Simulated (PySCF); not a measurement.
Input file:

```
{"job": {"kind": "nmr", "xc": "PBE0", "basis": "pcSseg-1"}, "charge": 0, "multiplicity": 1}
O     -0.385421     1.395600    -1.396864
Si     1.225454     1.717615    -1.803387
O      1.687228     0.275021    -1.048350
Si     0.066011    -0.075338    -0.670624
N     -0.284276    -0.204324     0.995443
Si    -1.101563    -1.490632     1.855082
H      1.775165     2.935707    -1.149799
H      1.483398     1.739187    -3.266748
H     -0.467926    -1.275847    -1.349460
H      0.034794     0.577000     1.565542
H     -0.207367    -2.120548     2.873287
H     -1.499204    -2.508280     0.841378
H     -2.316077    -0.982609     2.561793
```

Command:

```sh
OMP_NUM_THREADS=1 python cluster_run.py task.json out
```

Geometry: PBE0-D3(BJ)/def2-SVP.

The calculation used PBE0/pcSseg-1, SCF density, gas phase, non-relativistic in PySCF 2.14.0.

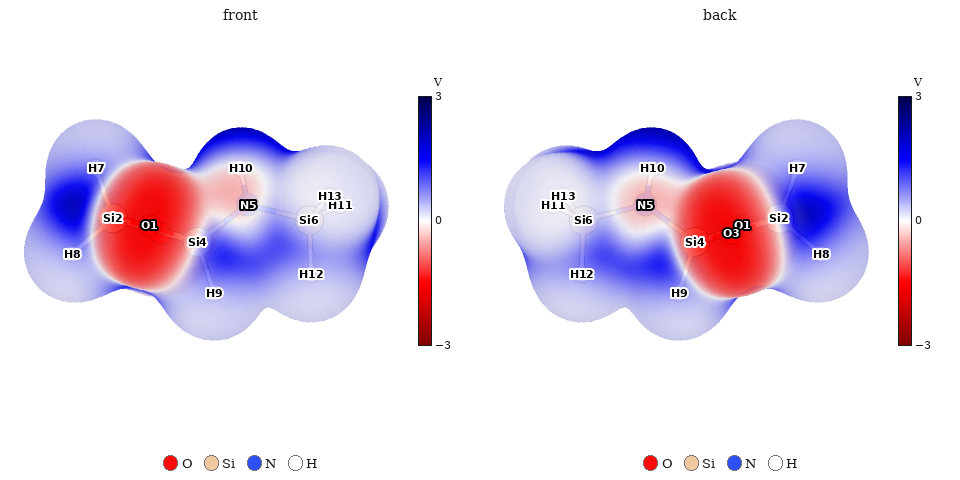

H₇NO₂Si₃. The electrostatic potential painted on the density surface at 0.002 e/bohr³, seen from the front and from behind; red is negative and blue positive.

> Which sites attract a positive test charge, and which a negative one?

A positive charge is drawn to the negative regions and a negative charge to the positive ones. The most negative region (about −1.6 V) lies over O1 and O3, the most positive (about +2.1 V) over H10.
